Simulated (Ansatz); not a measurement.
Geometry relaxation, with input and output: GeH2SClF3 (part 2 of 2)

GeH2SClF3; RHF/def2-SVP (Ansatz 0.2.0). It belongs to a series of runs on one base structure; here: end point A relaxed.

Geometry of the input (Å):
```
Ge 0.2583  0.0854  -0.0255
Cl 0.2813  0.0080  2.1485
F  1.8542  -0.0679  -0.5515
F  -0.2968  1.5390  -0.6533
F  -0.5556  -1.2291  -0.6923
S  -3.0492  0.1417  0.9722
H  -3.2579  -1.1020  0.5357
H  -2.2843  -0.2480  2.0385
```

### Trajectory as extended XYZ, continued
```
8
Properties=species:S:1:pos:R:3:forces:R:3 step=9 energy=-87926.92068
Ge    0.4702    0.0907   -0.0429   -0.0177   0.0098  -0.0256
Cl    0.6975    0.1674    2.0358    0.0126  -0.0028  -0.0163
F     1.9794   -0.0845   -0.7788   -0.0161  -0.0009   0.0177
F    -0.2038    1.4950   -0.6813    0.0082  -0.0277   0.0137
F    -0.4457   -1.2341   -0.5443    0.0232   0.0171   0.0119
S    -3.1782    0.1544    1.1129   -0.0057  -0.1965   0.1018
H    -3.3096   -0.9654    0.3910    0.0130   0.1106   0.0668
H    -3.0599   -0.4962    2.2799   -0.0175   0.0904  -0.1701
8
Properties=species:S:1:pos:R:3:forces:R:3 step=10 energy=-87926.92131
Ge    0.4826    0.0869   -0.0443    0.0230   0.0216  -0.0284
Cl    0.7285    0.1745    2.0319   -0.0161  -0.0034  -0.0254
F     1.9883   -0.0756   -0.7899   -0.0134  -0.0021   0.0101
F    -0.2118    1.4800   -0.6851    0.0012  -0.0322   0.0219
F    -0.4229   -1.2496   -0.5334   -0.0069   0.0232   0.0291
S    -3.2251    0.1641    1.1373    0.0232  -0.1293  -0.0123
H    -3.3047   -0.9347    0.3775   -0.0006   0.0927   0.0607
H    -3.0850   -0.5184    2.2783   -0.0104   0.0295  -0.0557
8
Properties=species:S:1:pos:R:3:forces:R:3 step=11 energy=-87926.92223
Ge    0.4856    0.0886   -0.0405   -0.0088  -0.0128  -0.0038
Cl    0.7535    0.1966    2.0316   -0.0010   0.0072  -0.0190
F     1.9832   -0.0761   -0.8018   -0.0121   0.0015   0.0057
F    -0.2244    1.4699   -0.6894    0.0068  -0.0166   0.0157
F    -0.4214   -1.2567   -0.5019    0.0140   0.0176   0.0063
S    -3.1780    0.1659    1.1488   -0.0229  -0.1102  -0.1058
H    -3.3271   -0.9040    0.3575    0.0140   0.1209   0.0602
H    -3.1214   -0.5570    2.2679    0.0100  -0.0076   0.0408
8
Properties=species:S:1:pos:R:3:forces:R:3 step=12 energy=-87926.92308
Ge    0.4822    0.0853   -0.0331   -0.0249  -0.0019  -0.0105
Cl    0.7626    0.2113    2.0361   -0.0010   0.0009  -0.0124
F     1.9750   -0.0765   -0.8041   -0.0097  -0.0012   0.0066
F    -0.2398    1.4589   -0.6847    0.0131  -0.0129   0.0065
F    -0.4218   -1.2672   -0.4792    0.0207   0.0138   0.0078
S    -3.1772    0.1700    1.1496   -0.0025  -0.0369   0.0056
H    -3.3451   -0.8758    0.3360    0.0063   0.0290   0.0184
H    -3.0860   -0.5789    2.2516   -0.0020   0.0092  -0.0220
8
Properties=species:S:1:pos:R:3:forces:R:3 step=13 energy=-87926.92364
Ge    0.4795    0.0816   -0.0296   -0.0261  -0.0027   0.0089
Cl    0.7714    0.2396    2.0359   -0.0007   0.0001  -0.0175
F     1.9697   -0.0775   -0.8059   -0.0080  -0.0025  -0.0010
F    -0.2587    1.4393   -0.6969    0.0130  -0.0194   0.0045
F    -0.4149   -1.2855   -0.4509    0.0216   0.0248   0.0065
S    -3.1639    0.1784    1.1779    0.0005  -0.0651   0.0480
H    -3.3478   -0.8147    0.3038    0.0055   0.0232   0.0361
H    -3.0855   -0.6339    2.2380   -0.0058   0.0416  -0.0856
8
Properties=species:S:1:pos:R:3:forces:R:3 step=14 energy=-87926.92399
Ge    0.4787    0.0804   -0.0257   -0.0305  -0.0077   0.0076
Cl    0.7800    0.2597    2.0367   -0.0024   0.0017  -0.0168
F     1.9658   -0.0812   -0.8071   -0.0051  -0.0022  -0.0033
F    -0.2676    1.4283   -0.7041    0.0136  -0.0215   0.0071
F    -0.4125   -1.2944   -0.4288    0.0231   0.0301   0.0067
S    -3.1601    0.1822    1.1942   -0.0008  -0.1041   0.0415
H    -3.3600   -0.7772    0.2850    0.0108   0.0443   0.0574
H    -3.0743   -0.6707    2.2223   -0.0088   0.0594  -0.1001
8
Properties=species:S:1:pos:R:3:forces:R:3 step=15 energy=-87926.92450
Ge    0.4766    0.0796   -0.0227   -0.0251  -0.0081   0.0035
Cl    0.7824    0.2766    2.0370    0.0000   0.0022  -0.0097
F     1.9618   -0.0858   -0.8068   -0.0022  -0.0021  -0.0029
F    -0.2736    1.4202   -0.7110    0.0087  -0.0163   0.0056
F    -0.4126   -1.3001   -0.4127    0.0181   0.0245   0.0054
S    -3.1547    0.1844    1.2082   -0.0032  -0.1005   0.0213
H    -3.3658   -0.7471    0.2729    0.0102   0.0473   0.0509
H    -3.0643   -0.7005    2.2074   -0.0065   0.0531  -0.0741
8
Properties=species:S:1:pos:R:3:forces:R:3 step=16 energy=-87926.92519
Ge    0.4728    0.0785   -0.0160   -0.0172  -0.0084  -0.0018
Cl    0.7908    0.3040    2.0385    0.0018   0.0026  -0.0038
F     1.9533   -0.0931   -0.8079    0.0016  -0.0010  -0.0004
F    -0.2849    1.4072   -0.7183    0.0031  -0.0065   0.0029
F    -0.4134   -1.3089   -0.3833    0.0123   0.0115   0.0030
S    -3.1414    0.1854    1.2256   -0.0082  -0.0902   0.0084
H    -3.3814   -0.6999    0.2535    0.0117   0.0455   0.0441
H    -3.0459   -0.7459    2.1803   -0.0051   0.0464  -0.0525
8
Properties=species:S:1:pos:R:3:forces:R:3 step=17 energy=-87926.92273 accepted=F
Ge    0.4716    0.0702   -0.0089    0.0315   0.0142  -0.0108
Cl    0.8075    0.3500    2.0368   -0.0189  -0.0065  -0.0270
F     1.9475   -0.0943   -0.8111   -0.0044  -0.0013   0.0032
F    -0.3139    1.3696   -0.7361   -0.0040  -0.0285   0.0171
F    -0.3920   -1.3411   -0.3380   -0.0168   0.0349   0.0265
S    -3.1705    0.1980    1.2814    0.0288  -0.3832  -0.0108
H    -3.3836   -0.5921    0.2169    0.0273   0.1444   0.1874
H    -3.0166   -0.8330    2.1314   -0.0435   0.2260  -0.1855
8
Properties=species:S:1:pos:R:3:forces:R:3 step=18 energy=-87926.92569
Ge    0.4704    0.0752   -0.0131    0.0484   0.0311   0.0031
Cl    0.7960    0.3243    2.0370   -0.0023  -0.0053   0.0105
F     1.9508   -0.0949   -0.8064   -0.0078  -0.0018   0.0002
F    -0.2948    1.3943   -0.7238   -0.0140   0.0125  -0.0124
F    -0.4077   -1.3182   -0.3691   -0.0234  -0.0365   0.0003
S    -3.1357    0.1845    1.2427    0.0039   0.0343   0.0013
H    -3.3894   -0.6610    0.2425   -0.0029  -0.0129  -0.0037
H    -3.0397   -0.7770    2.1625   -0.0018  -0.0214   0.0007
8
Properties=species:S:1:pos:R:3:forces:R:3 step=19 energy=-87926.92525 accepted=F
Ge    0.4697    0.0748   -0.0048   -0.0122  -0.0194   0.0070
Cl    0.8131    0.3694    2.0375    0.0076   0.0068  -0.0268
F     1.9402   -0.1024   -0.8152   -0.0119   0.0080   0.0130
F    -0.3185    1.3681   -0.7404    0.0087  -0.0159   0.0121
F    -0.4000   -1.3373   -0.3128    0.0126   0.0157  -0.0033
S    -3.1113    0.1854    1.2796   -0.0422  -0.2787  -0.0347
H    -3.4092   -0.5702    0.2116    0.0476   0.1221   0.1701
H    -3.0341   -0.8606    2.1168   -0.0103   0.1614  -0.1374
8
Properties=species:S:1:pos:R:3:forces:R:3 step=20 energy=-87926.92493 accepted=F
Ge    0.4770    0.0805   -0.0115   -0.1574  -0.1105  -0.0044
Cl    0.7987    0.3260    2.0410    0.0266   0.0351  -0.0378
F     1.9482   -0.0946   -0.8186    0.0108   0.0150   0.0110
F    -0.3051    1.3873   -0.7320    0.0503  -0.0464   0.0399
F    -0.4041   -1.3242   -0.3381    0.0724   0.1042  -0.0082
S    -3.1369    0.1872    1.2526   -0.0047  -0.0084   0.0025
H    -3.3923   -0.6354    0.2332    0.0016   0.0089  -0.0008
H    -3.0355   -0.7996    2.1458    0.0005   0.0020  -0.0020
8
Properties=species:S:1:pos:R:3:forces:R:3 step=21 energy=-87926.92598
Ge    0.4720    0.0756   -0.0120   -0.0013  -0.0017   0.0002
Cl    0.8004    0.3296    2.0374    0.0001   0.0008  -0.0004
F     1.9497   -0.0946   -0.8095    0.0008  -0.0005  -0.0020
F    -0.2994    1.3898   -0.7266   -0.0015  -0.0026  -0.0003
F    -0.4053   -1.3223   -0.3585    0.0022   0.0036   0.0042
S    -3.1351    0.1859    1.2487    0.0011  -0.0014   0.0018
H    -3.3920   -0.6470    0.2382   -0.0005   0.0039   0.0002
H    -3.0404   -0.7899    2.1545   -0.0009  -0.0022  -0.0037
8
Properties=species:S:1:pos:R:3:forces:R:3 step=22 energy=-87926.92650
Ge    0.4721    0.0735   -0.0074   -0.0001   0.0000  -0.0004
Cl    0.8134    0.3518    2.0368   -0.0007   0.0007  -0.0055
F     1.9450   -0.0955   -0.8142   -0.0027   0.0009   0.0011
F    -0.3135    1.3744   -0.7311    0.0011  -0.0057   0.0018
F    -0.3981   -1.3339   -0.3327    0.0017   0.0040   0.0046
S    -3.1280    0.1865    1.2664   -0.0035  -0.0521  -0.0055
H    -3.4027   -0.6017    0.2235    0.0078   0.0271   0.0314
H    -3.0384   -0.8279    2.1310   -0.0036   0.0251  -0.0275
8
Properties=species:S:1:pos:R:3:forces:R:3 step=23 energy=-87926.92654
Ge    0.4700    0.0720   -0.0007   -0.0158  -0.0115   0.0086
Cl    0.8281    0.3875    2.0355    0.0049   0.0032  -0.0175
F     1.9364   -0.0995   -0.8194   -0.0084   0.0044   0.0053
F    -0.3334    1.3536   -0.7402    0.0088  -0.0107   0.0060
F    -0.3918   -1.3480   -0.2929    0.0167   0.0079  -0.0027
S    -3.0962    0.1819    1.2901   -0.0456  -0.1834  -0.0441
H    -3.4210   -0.5333    0.2046    0.0412   0.0883   0.1295
H    -3.0423   -0.8869    2.0953   -0.0018   0.1018  -0.0850
8
Properties=species:S:1:pos:R:3:forces:R:3 step=24 energy=-87926.92533 accepted=F
Ge    0.4761    0.0638   -0.0002    0.0264   0.0111  -0.0109
Cl    0.8385    0.3978    2.0323   -0.0153  -0.0029  -0.0205
F     1.9422   -0.0877   -0.8232   -0.0131   0.0020   0.0045
F    -0.3512    1.3276   -0.7444    0.0048  -0.0270   0.0146
F    -0.3624   -1.3725   -0.2811   -0.0167   0.0297   0.0208
S    -3.1474    0.1949    1.3219    0.0093  -0.3028  -0.0566
H    -3.4207   -0.4838    0.1976    0.0329   0.1103   0.1647
H    -3.0251   -0.9131    2.0695   -0.0281   0.1796  -0.1166
8
Properties=species:S:1:pos:R:3:forces:R:3 step=25 energy=-87926.92779
Ge    0.4706    0.0686    0.0041   -0.0005   0.0028  -0.0068
Cl    0.8455    0.4004    2.0340   -0.0029  -0.0001  -0.0029
F     1.9310   -0.0967   -0.8261   -0.0011  -0.0009   0.0019
F    -0.3463    1.3408   -0.7365    0.0000  -0.0058   0.0024
F    -0.3832   -1.3586   -0.2740    0.0051   0.0009   0.0039
S    -3.1017    0.1810    1.2986   -0.0079  -0.0294  -0.0009
H    -3.4242   -0.5034    0.1981    0.0097   0.0150   0.0288
H    -3.0418   -0.9049    2.0740   -0.0025   0.0174  -0.0264
8
Properties=species:S:1:pos:R:3:forces:R:3 step=26 energy=-87926.92854
Ge    0.4701    0.0651    0.0056    0.0115   0.0007   0.0010
Cl    0.8478    0.4209    2.0307    0.0033   0.0031  -0.0025
F     1.9285   -0.0945   -0.8293   -0.0032   0.0000   0.0041
F    -0.3624    1.3209   -0.7455   -0.0061  -0.0060   0.0013
F    -0.3703   -1.3737   -0.2524   -0.0054   0.0022   0.0004
S    -3.0991    0.1801    1.3248    0.0033  -0.0160   0.0118
H    -3.4185   -0.4491    0.1922   -0.0028   0.0024   0.0007
H    -3.0461   -0.9425    2.0460   -0.0006   0.0137  -0.0168
```

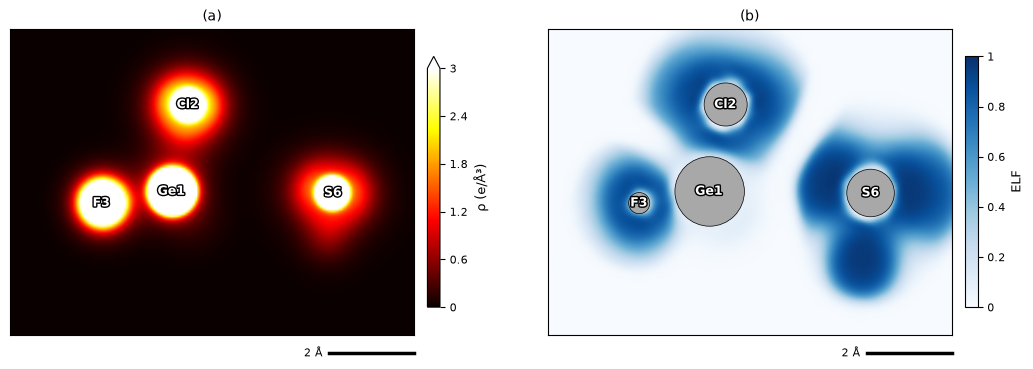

**Figure 1.** (a) total electron density; (b) electron localisation function on the plane of atoms Cl2, Ge1 and F3. Grey discs, where drawn, cover atomic cores. Ge1···S6 (3.81 Å): ρ is about 0.04 e/Å³ halfway, with its minimum of 0.03 e/Å³ about 1.7 Å from Ge; the ELF is only about 0 between them (a non-bonded, intermolecular contact). Ge–F (1.69 Å): ρ is about 1 e/Å³ halfway; the ELF peaks at about 0.80 in the valence shell of F, 0.5 Å from its nucleus, and is about 0.25 at the midpoint. Ge–Cl (2.09 Å): ρ at the midpoint is about 0.84 e/Å³; the ELF peaks at about 0.90 in the valence shell of Cl, 0.8 Å from its nucleus, and is about 0.70 at the midpoint.

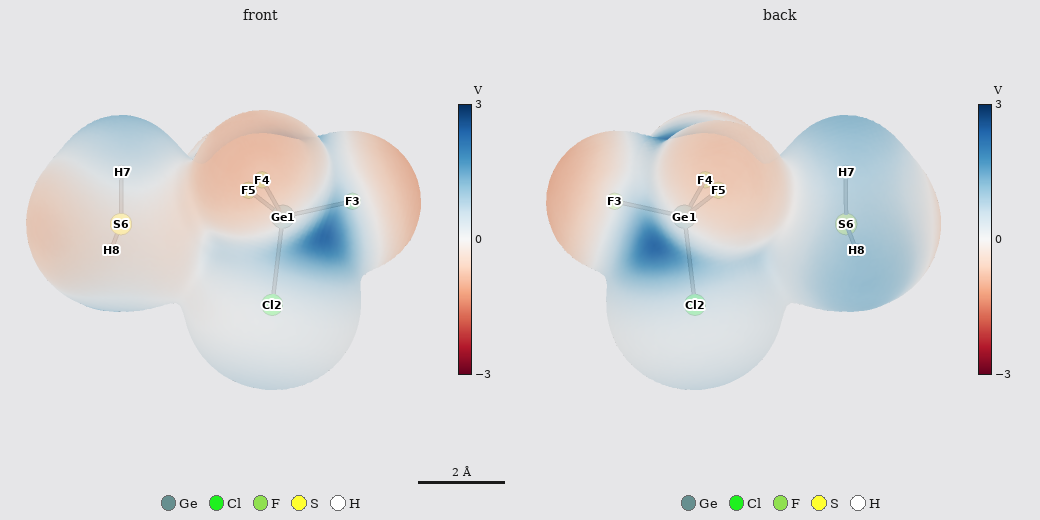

**Figure 2.** The molecular electrostatic potential painted on the density surface at 0.001 e/bohr³, seen face on and from behind; the colour scale runs from red (negative) to blue (positive). A positive charge is drawn to the negative regions and a negative charge to the positive ones.

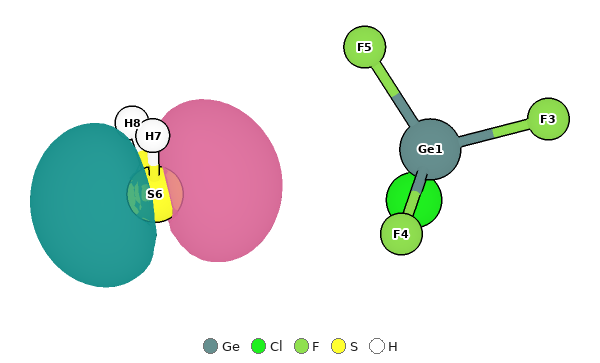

**Figure 3.** One frontier orbital at ±0.15 Å⁻³ᐟ² (teal and pink are the two phases), seen from the side. The HOMO, at −10.67 eV.
